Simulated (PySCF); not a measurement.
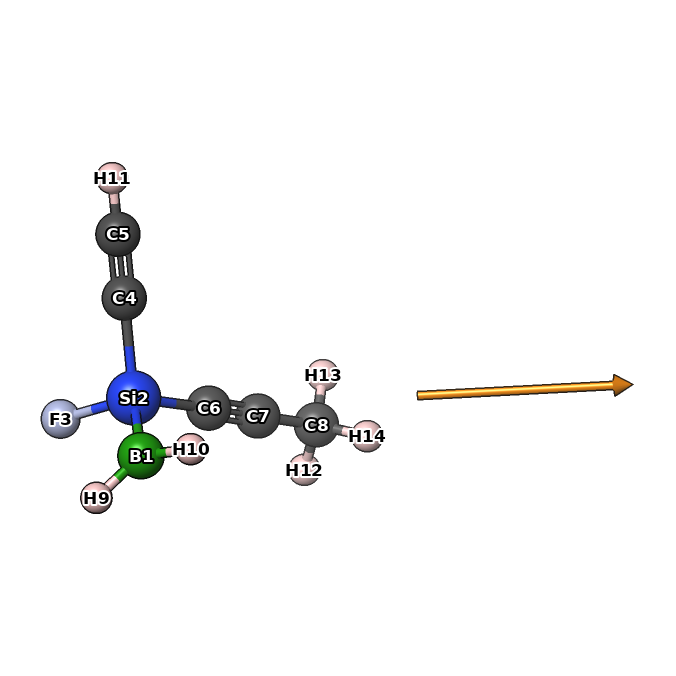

The arrow beside the molecule shows the direction of the dipole moment, from the negative to the positive end (its length means nothing). The computed structure is the end point of a GFN2-xTB optimisation. No frequency run is at hand to confirm it as a minimum. Method: PBE0/pcSseg-1, gas phase (PySCF 2.14.0).

Estimate the dipole moment.

Answer. 2.65 D; it points from the side of F3 to the side of H14 (the outermost atoms at the two ends).

The geometry is semi-empirical. Around B, Si such bond lengths and angles can be off by a tenth of an ångström or more and by several degrees, and values that hang on the shape move with them.
